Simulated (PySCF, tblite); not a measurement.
# SiP₂H₆: dynamics, then NMR shifts on frames

How do NMR shifts of SiP₂H₆ (`P[SiH2]P`) change as the atoms move?

Programs: tblite 0.8.0 and PySCF 2.14.0, with density-fitted response routines of our own. Each step states its level of theory. These are calculated values for one molecule in the gas phase, unless marked as measured. Atoms count from 0, in the outputs and in this text.

## 1. Starting geometry

9 atoms, charge 0, multiplicity 1; geometry from: GFN2-xTB.

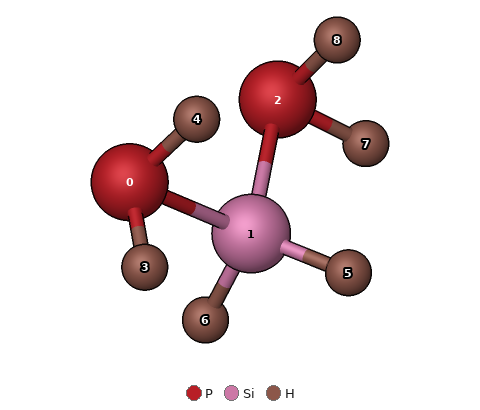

The starting geometry (phosphorus red, silicon pink, hydrogen brown), atoms numbered.

## 2. Dynamics with GFN2-xTB

What the job is given:

```
{"job": {"kind": "md", "xc": "GFN2-xTB", "basis": "xTB", "temperature": 200, "steps": 2000, "every": 50, "frames": 5}, "charge": 0, "multiplicity": 1}
P     -1.811277     0.373204    -0.714445
Si     0.008288    -0.630089     0.132553
P      1.808249     0.407681    -0.714432
H     -2.692224    -0.262187     0.139700
H     -1.737790     1.493306     0.095747
H      0.008812    -0.697879     1.603575
H      0.021656    -2.005639    -0.375540
H      2.700129    -0.203139     0.146218
H      1.707718     1.530736     0.088682
```

Level: GFN2-xTB Langevin dynamics, gas phase.

On the command line:

```bash
$ OMP_NUM_THREADS=1 python probes_run.py task.json out
```

One launch serves the whole session: the jobs run in the order shown.

Log:

```text
t/fs     T/K      E/eV
    0.0   186.1   -266.95615
   25.0   136.9   -266.81314
   50.0   197.5   -266.85803
   75.0   122.9   -266.86145
  100.0   201.9   -266.85526
  125.0   166.1   -266.79904
  150.0   184.5   -266.75811
  175.0   210.7   -266.80174
  200.0   169.0   -266.78168
  225.0   166.9   -266.81662
  250.0   170.7   -266.80382
  275.0   109.7   -266.72385
  300.0   219.6   -266.82344
  325.0   178.1   -266.81222
  350.0   182.8   -266.81948
  375.0   152.8   -266.81361
  400.0   169.4   -266.81811
  425.0   180.5   -266.82515
  450.0   146.4   -266.83208
  475.0    98.9   -266.79915
  500.0   163.2   -266.81047
  525.0   152.2   -266.82655
  550.0   129.3   -266.79567
  575.0   176.1   -266.83812
  600.0   156.4   -266.86470
  625.0   104.3   -266.79557
  650.0   133.9   -266.83330
  675.0   155.6   -266.78040
  700.0   234.5   -266.77548
  725.0   257.9   -266.80802
  750.0   182.0   -266.76238
  775.0   226.6   -266.74712
  800.0   250.6   -266.75186
  825.0   256.3   -266.81557
  850.0   253.9   -266.79178
  875.0   180.0   -266.73422
  900.0   219.3   -266.80757
  925.0   180.5   -266.82587
  950.0   233.2   -266.79887
  975.0   141.7   -266.75560
 1000.0   189.2   -266.83121
```

Run time: 6.8 s. Hardware: 1 thread of AMD EPYC 9R14, shared host; peak memory 0.18 GiB.

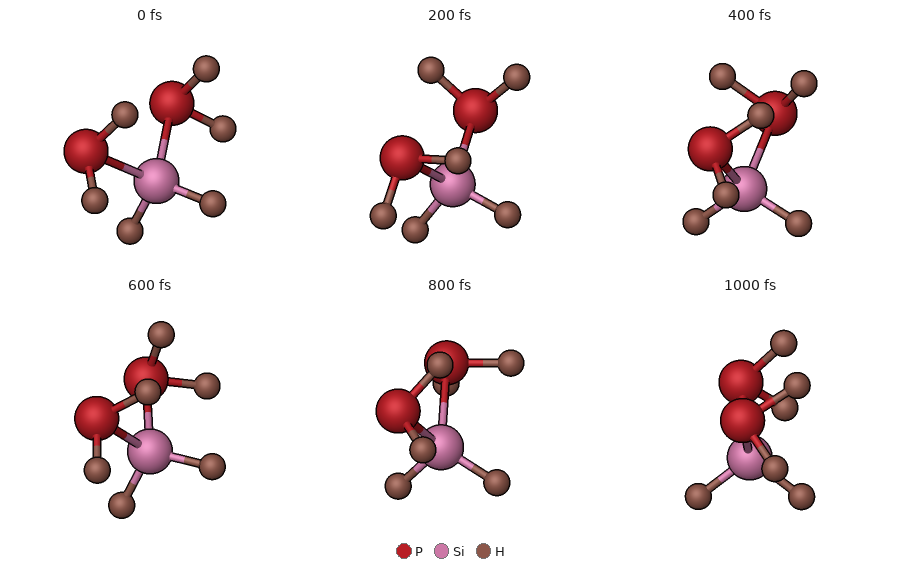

Frames of the run.

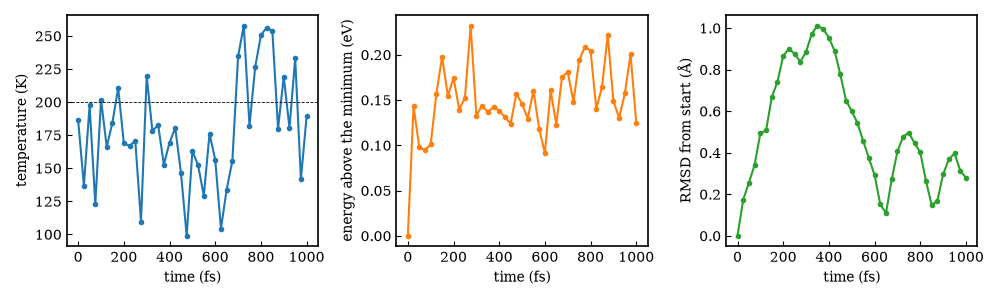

Temperature, potential energy and distance from the start.

Positions (Å) and forces (eV/Å) at 1000 fs:

```xyz
9

P    -2.642    0.942    0.400   -0.010    0.469    0.881
Si   -1.122   -0.594   -0.138    0.256    0.485   -0.778
P     0.507    0.277   -1.483   -0.659    0.508    0.480
H    -3.063    0.299    1.584    0.087    0.130   -0.504
H    -1.764    1.762    1.164   -0.327   -0.343   -0.446
H    -0.724   -1.270    1.056    0.484   -0.369    0.717
H    -1.709   -1.621   -0.970   -0.295   -0.248   -0.251
H     1.471   -0.425   -0.842    0.532   -0.348    0.184
H     0.743    1.403   -0.672   -0.068   -0.285   -0.283
```

## 3. NMR shieldings: 250 fs, PBE0/pcSseg-1

What the job is given:

```
{"job": {"kind": "nmr", "xc": "PBE0", "basis": "pcSseg-1", "pop": false}, "charge": 0, "multiplicity": 1}
P     -1.841000     0.286300    -0.271500
Si     0.086300    -0.955300     0.055000
P      1.955000     0.019500    -0.627400
H     -2.732700    -0.497500     0.481500
H     -1.575400     1.140100     0.754600
H      0.147500    -1.545400     1.389400
H     -0.090800    -2.126200    -0.814100
H      1.812000     1.084900     0.214300
H      1.466100     0.745800    -1.765000
```

Method: GIAO PBE0/pcSseg-1 NMR shielding, non-relativistic, gas phase.

Log:

```text
coarse grid: 8592 points
cycle   1  E = -975.3440844953  dE = -7.406e-02  |g| = 1.611e-01  |ddm| = 2.587e+00
cycle   2  E = -975.3472052648  dE = -3.121e-03  |g| = 1.292e-01  |ddm| = 4.473e-01
cycle   3  E = -975.3522768099  dE = -5.072e-03  |g| = 2.563e-02  |ddm| = 2.213e-01
cycle   4  E = -975.3524437102  dE = -1.669e-04  |g| = 5.227e-03  |ddm| = 3.997e-02
cycle   5  E = -975.3524540241  dE = -1.031e-05  |g| = 1.987e-03  |ddm| = 1.202e-02
cycle   6  E = -975.3524552573  dE = -1.233e-06  |g| = 2.112e-04  |ddm| = 2.898e-03
final grid: 68016 points
cycle   7  E = -975.3696316071  dE = -1.094e-05  |g| = 2.243e-03  |ddm| = 1.857e-02
cycle   8  E = -975.3696317308  dE = -1.237e-07  |g| = 2.047e-03  |ddm| = 5.716e-03
cycle   9  E = -975.3696327952  dE = -1.064e-06  |g| = 1.710e-04  |ddm| = 3.019e-03
cycle  10  E = -975.3696328057  dE = -1.053e-08  |g| = 6.648e-05  |ddm| = 3.882e-04
cycle  11  E = -975.3696328073  dE = -1.584e-09  |g| = 8.620e-06  |ddm| = 1.035e-04
cycle  12  E = -975.3696328073  dE = -2.160e-11  |g| = 1.886e-06  |ddm| = 1.496e-05
converged SCF energy = -975.3696328073

GIAO shielding tensors (ppm)
atom      isotropic    diamagn.    paramagn.     s11        s22        s33       span
  0 P      592.583     967.383    -374.800    520.524    595.307    661.918    141.394
  1 Si     412.295     880.201    -467.906    361.679    418.313    456.894     95.214
  2 P      606.350     966.963    -360.613    532.659    592.911    693.480    160.821
  3 H       29.789      29.651       0.138     24.450     26.122     38.794     14.344
  4 H       30.938      31.490      -0.552     25.865     28.636     38.313     12.448
  5 H       27.084      29.156      -2.072     22.585     25.660     33.006     10.421
  6 H       27.397      29.180      -1.783     23.278     25.944     32.970      9.692
  7 H       30.785      31.263      -0.478     25.611     28.193     38.550     12.939
  8 H       29.458      29.249       0.210     24.595     26.706     37.075     12.480
```

Wall time 3.8 s (1 thread of AMD EPYC 9R14, shared host); peak memory 0.44 GiB.

Shifts follow as δ = σ(reference) − σ, with reference shieldings (ppm) from runs at the same level and on the same kind of geometry: 1H TMS 31.72, 29Si TMS 349.2, 31P H3PO4 318.4. The references are single molecules in the gas phase, so shifts against H2O, NH3, PH3, H3PO4 or CFCl3 are not on the usual liquid scales and can be off by tens of ppm. Each atom is listed at this fixed geometry, with no averaging over motion; a spectrum would average atoms that exchange fast.

| atoms | environment | σ (ppm) | δ (ppm) |
| --- | --- | --- | --- |
| H5 | hydrogen on a silicon bonded to 2 P | 27.08 | 4.63 |
| H6 | hydrogen on a silicon bonded to 2 P | 27.40 | 4.32 |
| H8 | hydrogen on a phosphorus bonded to Si | 29.46 | 2.26 |
| H3 | hydrogen on a phosphorus bonded to Si | 29.79 | 1.93 |
| H7 | hydrogen on a phosphorus bonded to Si | 30.78 | 0.93 |
| H4 | hydrogen on a phosphorus bonded to Si | 30.94 | 0.78 |
| P0 | phosphorus bonded to Si, 2 H | 592.6 | -274.2 |
| P2 | phosphorus bonded to Si, 2 H | 606.4 | -288.0 |
| Si1 | silicon bonded to 2 P, 2 H | 412.3 | -63.1 |

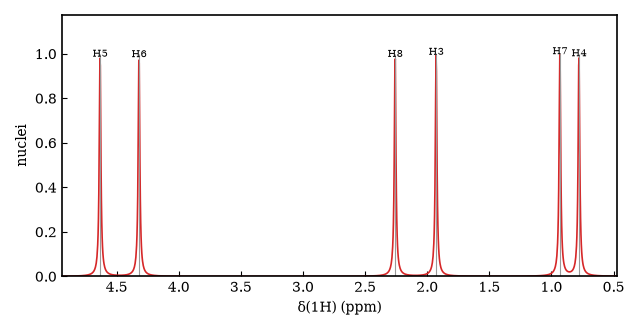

1H lines at the computed shifts, without couplings. Lines are broadened to a width of 0.02 ppm (Lorentzian).

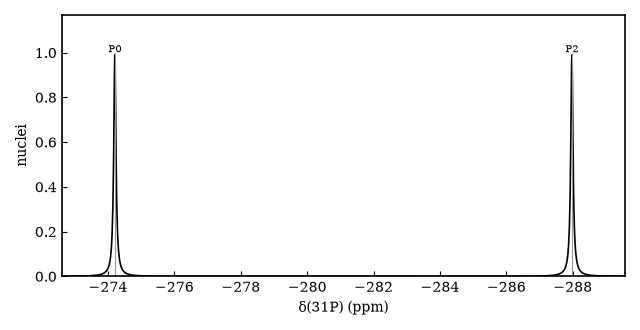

31P lines at the computed shifts, without couplings. Lines are broadened to a width of 0.08 ppm (Lorentzian).

## 4. NMR shieldings: 425 fs, PBE0/pcSseg-1

What the job is given:

```
{"job": {"kind": "nmr", "xc": "PBE0", "basis": "pcSseg-1", "pop": false}, "charge": 0, "multiplicity": 1}
P     -1.738800     0.176500    -0.369900
Si    -0.038900    -1.250500    -0.194100
P      1.859100    -0.239500    -0.871800
H     -2.428300    -0.477700     0.624300
H     -1.251800     1.173000     0.458900
H      0.160200    -2.039000     1.062600
H     -0.435200    -2.255300    -1.227900
H      1.943600     0.839100    -0.008800
H      1.224200     0.563700    -1.766400
```

Level: GIAO PBE0/pcSseg-1 NMR shielding, non-relativistic, gas phase.

Log:

```text
coarse grid: 8592 points
cycle   1  E = -975.3415429588  dE = -3.118e-02  |g| = 1.633e-01  |ddm| = 2.591e+00
cycle   2  E = -975.3441363905  dE = -2.593e-03  |g| = 1.386e-01  |ddm| = 4.653e-01
cycle   3  E = -975.3500721665  dE = -5.936e-03  |g| = 2.292e-02  |ddm| = 2.292e-01
cycle   4  E = -975.3501943783  dE = -1.222e-04  |g| = 5.424e-03  |ddm| = 3.593e-02
cycle   5  E = -975.3502050774  dE = -1.070e-05  |g| = 2.111e-03  |ddm| = 1.279e-02
cycle   6  E = -975.3502064947  dE = -1.417e-06  |g| = 1.968e-04  |ddm| = 3.105e-03
final grid: 68016 points
cycle   7  E = -975.3669854008  dE = -1.134e-05  |g| = 2.174e-03  |ddm| = 1.873e-02
cycle   8  E = -975.3669855802  dE = -1.795e-07  |g| = 1.910e-03  |ddm| = 5.410e-03
cycle   9  E = -975.3669864672  dE = -8.870e-07  |g| = 1.715e-04  |ddm| = 2.752e-03
cycle  10  E = -975.3669864778  dE = -1.057e-08  |g| = 6.448e-05  |ddm| = 3.861e-04
cycle  11  E = -975.3669864793  dE = -1.489e-09  |g| = 8.386e-06  |ddm| = 1.035e-04
cycle  12  E = -975.3669864793  dE = -6.594e-12  |g| = 1.877e-06  |ddm| = 1.455e-05
converged SCF energy = -975.3669864793

GIAO shielding tensors (ppm)
atom      isotropic    diamagn.    paramagn.     s11        s22        s33       span
  0 P      616.349     967.842    -351.493    523.020    624.899    701.127    178.108
  1 Si     409.520     880.089    -470.569    373.422    392.441    462.697     89.274
  2 P      595.491     967.061    -371.570    509.712    619.756    657.007    147.295
  3 H       30.091      30.275      -0.184     24.177     27.093     39.004     14.827
  4 H       30.851      31.398      -0.547     25.341     28.545     38.667     13.326
  5 H       26.728      28.462      -1.734     22.859     24.842     32.484      9.626
  6 H       27.044      28.610      -1.566     23.456     25.274     32.401      8.945
  7 H       30.554      31.094      -0.540     26.074     27.353     38.234     12.160
  8 H       30.994      31.361      -0.367     25.749     28.996     38.238     12.488
```

Run time: 3.5 s. Hardware: 1 thread of AMD EPYC 9R14, shared host; peak memory 0.45 GiB.

In short: δ P2 -277.1, P0 -298.0, Si1 -60.4, H5 4.99, H6 4.67 ppm.

## 5. NMR shieldings: 625 fs, PBE0/pcSseg-1

What the job is given:

```
{"job": {"kind": "nmr", "xc": "PBE0", "basis": "pcSseg-1", "pop": false}, "charge": 0, "multiplicity": 1}
P     -2.281300     0.232300    -0.256500
Si    -0.416900    -0.990100     0.161000
P      1.289000    -0.103700    -1.146200
H     -2.823100    -0.497800     0.818000
H     -1.983500     1.229500     0.601400
H     -0.015200    -0.938300     1.553600
H     -0.618600    -2.431400    -0.145700
H      2.344400    -0.498200    -0.347000
H      1.268600     1.158900    -0.624300
```

Level: GIAO PBE0/pcSseg-1 NMR shielding, non-relativistic, gas phase.

Log:

```text
coarse grid: 8592 points
cycle   1  E = -975.3405694635  dE = -7.630e-02  |g| = 1.662e-01  |ddm| = 2.581e+00
cycle   2  E = -975.3421629378  dE = -1.593e-03  |g| = 1.496e-01  |ddm| = 4.897e-01
cycle   3  E = -975.3492882903  dE = -7.125e-03  |g| = 2.550e-02  |ddm| = 2.657e-01
cycle   4  E = -975.3494586566  dE = -1.704e-04  |g| = 4.331e-03  |ddm| = 3.942e-02
cycle   5  E = -975.3494650862  dE = -6.430e-06  |g| = 2.142e-03  |ddm| = 1.115e-02
final grid: 68016 points
cycle   6  E = -975.3661533010  dE = -1.156e-05  |g| = 2.932e-03  |ddm| = 2.047e-02
cycle   7  E = -975.3661538319  dE = -5.308e-07  |g| = 2.591e-03  |ddm| = 8.373e-03
cycle   8  E = -975.3661557092  dE = -1.877e-06  |g| = 1.313e-04  |ddm| = 4.061e-03
cycle   9  E = -975.3661557141  dE = -4.932e-09  |g| = 4.389e-05  |ddm| = 2.581e-04
cycle  10  E = -975.3661557148  dE = -7.151e-10  |g| = 1.239e-05  |ddm| = 8.342e-05
converged SCF energy = -975.3661557148

GIAO shielding tensors (ppm)
atom      isotropic    diamagn.    paramagn.     s11        s22        s33       span
  0 P      643.849     966.551    -322.702    569.959    627.722    733.865    163.907
  1 Si     399.512     880.382    -480.870    373.776    381.656    443.104     69.328
  2 P      596.693     967.155    -370.462    521.137    605.187    663.755    142.617
  3 H       30.116      28.524       1.592     24.307     27.374     38.667     14.360
  4 H       31.666      31.262       0.404     25.984     28.301     40.712     14.729
  5 H       26.784      30.425      -3.641     22.395     25.565     32.393      9.999
  6 H       27.155      28.894      -1.739     23.765     25.200     32.500      8.735
  7 H       30.262      30.358      -0.096     24.894     26.771     39.121     14.227
  8 H       30.977      31.519      -0.542     25.558     28.911     38.462     12.904
```

Run time: 3.3 s. Hardware: 1 thread of AMD EPYC 9R14, shared host; peak memory 0.45 GiB.

This run: δ P2 -278.3, P0 -325.5, Si1 -50.4, H5 4.93, H6 4.56 ppm.

## 6. Shielding tensors: 800 fs, PBE0/pcSseg-1

What the job is given:

```
{"job": {"kind": "nmr", "xc": "PBE0", "basis": "pcSseg-1", "pop": false}, "charge": 0, "multiplicity": 1}
P     -2.648600     0.566100    -0.122200
Si    -0.847100    -0.799800     0.071900
P      0.813800     0.381000    -0.964100
H     -3.341500     0.209000     0.993800
H     -1.995100     1.646400     0.415400
H     -0.540500    -1.314700     1.400300
H     -1.066000    -1.936200    -0.751100
H      1.759000    -0.549200    -1.431300
H      1.491200     0.565200     0.262000
```

With the program's defaults for keys left out, this is: GIAO PBE0/pcSseg-1 NMR shielding, non-relativistic, gas phase.

Log:

```text
coarse grid: 8592 points
cycle   1  E = -975.3395116202  dE = -6.188e-02  |g| = 1.660e-01  |ddm| = 2.592e+00
cycle   2  E = -975.3415910413  dE = -2.079e-03  |g| = 1.446e-01  |ddm| = 4.903e-01
cycle   3  E = -975.3483408583  dE = -6.750e-03  |g| = 2.629e-02  |ddm| = 2.621e-01
cycle   4  E = -975.3485228727  dE = -1.820e-04  |g| = 4.269e-03  |ddm| = 4.179e-02
cycle   5  E = -975.3485290392  dE = -6.167e-06  |g| = 2.206e-03  |ddm| = 1.066e-02
final grid: 68016 points
cycle   6  E = -975.3653092539  dE = -1.114e-05  |g| = 3.038e-03  |ddm| = 2.021e-02
cycle   7  E = -975.3653096533  dE = -3.994e-07  |g| = 2.836e-03  |ddm| = 8.916e-03
cycle   8  E = -975.3653120098  dE = -2.357e-06  |g| = 1.311e-04  |ddm| = 4.350e-03
cycle   9  E = -975.3653120145  dE = -4.611e-09  |g| = 4.122e-05  |ddm| = 2.559e-04
cycle  10  E = -975.3653120151  dE = -6.091e-10  |g| = 9.285e-06  |ddm| = 7.675e-05
converged SCF energy = -975.3653120151

GIAO shielding tensors (ppm)
atom      isotropic    diamagn.    paramagn.     s11        s22        s33       span
  0 P      614.017     967.110    -353.093    539.109    607.820    695.122    156.013
  1 Si     413.300     880.205    -466.905    365.102    410.811    463.988     98.886
  2 P      605.864     967.402    -361.539    520.544    602.497    694.550    174.007
  3 H       30.721      30.270       0.451     24.956     26.833     40.374     15.418
  4 H       30.906      30.910      -0.005     25.195     29.491     38.031     12.837
  5 H       27.032      29.500      -2.468     22.419     25.314     33.364     10.945
  6 H       27.802      29.834      -2.032     23.813     26.034     33.560      9.747
  7 H       29.790      29.752       0.038     24.320     25.802     39.247     14.927
  8 H       29.617      30.253      -0.635     24.173     27.471     37.208     13.034
```

Run time: 3.3 s. Hardware: 1 thread of AMD EPYC 9R14, shared host; peak memory 0.45 GiB.

This run: δ P2 -287.5, P0 -295.6, Si1 -64.1, H5 4.68, H6 3.91 ppm.

## 7. Shielding tensors: 1000 fs, PBE0/pcSseg-1

What the job is given:

```
{"job": {"kind": "nmr", "xc": "PBE0", "basis": "pcSseg-1", "pop": false}, "charge": 0, "multiplicity": 1}
P     -2.641500     0.942000     0.400100
Si    -1.122200    -0.593800    -0.137700
P      0.506800     0.276700    -1.483000
H     -3.063400     0.298700     1.583800
H     -1.764100     1.762400     1.164200
H     -0.724200    -1.269900     1.055600
H     -1.709000    -1.621000    -0.970000
H      1.471300    -0.425100    -0.841700
H      0.742600     1.403500    -0.672300
```

With the program's defaults for keys left out, this is: GIAO PBE0/pcSseg-1 NMR shielding, non-relativistic, gas phase.

Log:

```text
coarse grid: 8592 points
cycle   1  E = -975.3429654085  dE = -5.219e-02  |g| = 1.573e-01  |ddm| = 2.584e+00
cycle   2  E = -975.3455666202  dE = -2.601e-03  |g| = 1.279e-01  |ddm| = 4.480e-01
cycle   3  E = -975.3506831995  dE = -5.117e-03  |g| = 2.535e-02  |ddm| = 2.329e-01
cycle   4  E = -975.3508434806  dE = -1.603e-04  |g| = 4.160e-03  |ddm| = 3.890e-02
cycle   5  E = -975.3508492380  dE = -5.757e-06  |g| = 2.167e-03  |ddm| = 1.082e-02
final grid: 68016 points
cycle   6  E = -975.3678192774  dE = -1.121e-05  |g| = 2.972e-03  |ddm| = 2.008e-02
cycle   7  E = -975.3678197608  dE = -4.835e-07  |g| = 2.722e-03  |ddm| = 8.645e-03
cycle   8  E = -975.3678219466  dE = -2.186e-06  |g| = 1.338e-04  |ddm| = 4.215e-03
cycle   9  E = -975.3678219509  dE = -4.311e-09  |g| = 4.093e-05  |ddm| = 2.359e-04
cycle  10  E = -975.3678219515  dE = -5.716e-10  |g| = 7.946e-06  |ddm| = 7.022e-05
converged SCF energy = -975.3678219515

GIAO shielding tensors (ppm)
atom      isotropic    diamagn.    paramagn.     s11        s22        s33       span
  0 P      598.963     966.245    -367.281    503.700    599.785    693.405    189.704
  1 Si     412.923     880.766    -467.843    379.275    397.878    461.615     82.340
  2 P      633.784     967.427    -333.643    550.298    638.829    712.226    161.928
  3 H       29.634      28.831       0.803     24.484     26.266     38.151     13.667
  4 H       29.913      29.767       0.146     24.615     28.054     37.069     12.455
  5 H       27.330      30.736      -3.405     22.553     26.013     33.425     10.871
  6 H       27.801      29.488      -1.686     24.076     25.819     33.509      9.433
  7 H       30.933      31.585      -0.651     25.347     27.617     39.837     14.490
  8 H       30.652      30.848      -0.195     24.837     28.643     38.476     13.639
```

Run time: 3.3 s. Hardware: 1 thread of AMD EPYC 9R14, shared host; peak memory 0.45 GiB.

In short: δ P0 -280.6, P2 -315.4, Si1 -63.8, H5 4.39, H6 3.92 ppm.

## 8. Run by run: NMR shifts

Shifts (ppm) of some atoms, chosen among heavy atoms and hydrogens apart, with basis size and wall time:

| frame | H8 | H3 | H7 | H4 | P0 | P2 | Si1 | functions | time |
| --- | --- | --- | --- | --- | --- | --- | --- | --- | --- |
| 250 fs | 2.26 | 1.93 | 0.93 | 0.78 | -274.2 | -288.0 | -63.1 | 102 | 3.8 s |
| 425 fs | 0.72 | 1.63 | 1.16 | 0.87 | -298.0 | -277.1 | -60.4 | 102 | 3.5 s |
| 625 fs | 0.74 | 1.60 | 1.45 | 0.05 | -325.5 | -278.3 | -50.4 | 102 | 3.3 s |
| 800 fs | 2.10 | 1.00 | 1.93 | 0.81 | -295.6 | -287.5 | -64.1 | 102 | 3.3 s |
| 1000 fs | 1.06 | 2.08 | 0.78 | 1.80 | -280.6 | -315.4 | -63.8 | 102 | 3.3 s |

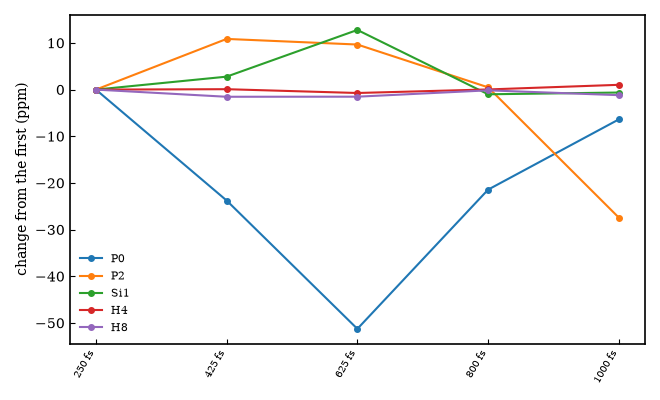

How five of the tabulated atoms move from run to run.

## 9. What came out

| quantity | value |
| --- | --- |
| thermostat | 200 K |
| mean temperature, second half | 189 K |
| mean potential energy above the minimum | 0.16 eV |
| 1H shifts against TMS (PBE0/pcSseg-1, 250 fs) | 4.63, 4.32, 2.26, 1.93, 0.93, 0.78 ppm |
| 31P shifts against H3PO4 (PBE0/pcSseg-1, 250 fs) | -274.2, -288.0 ppm |
| 29Si shifts against TMS (PBE0/pcSseg-1, 250 fs) | -63.1 ppm |
| range of the shift of P0 | -325.5 to -274.2 ppm |

In the second half the potential energy averages 0.16 eV above the minimum; equipartition over 21 harmonic modes at 200 K would give 0.18 eV. With 9 atoms the temperature swings widely (99 to 258 K). Shifts at one fixed geometry are not the observed spectrum, which averages over the motion. In the first frame run (250 fs): The widest tensor belongs to P2: span 161 ppm, with a paramagnetic part of -361 ppm. In ppm, P0 moves most: its shift spreads over 51.3 ppm, from -325.5 (625 fs) to -274.2 (250 fs).
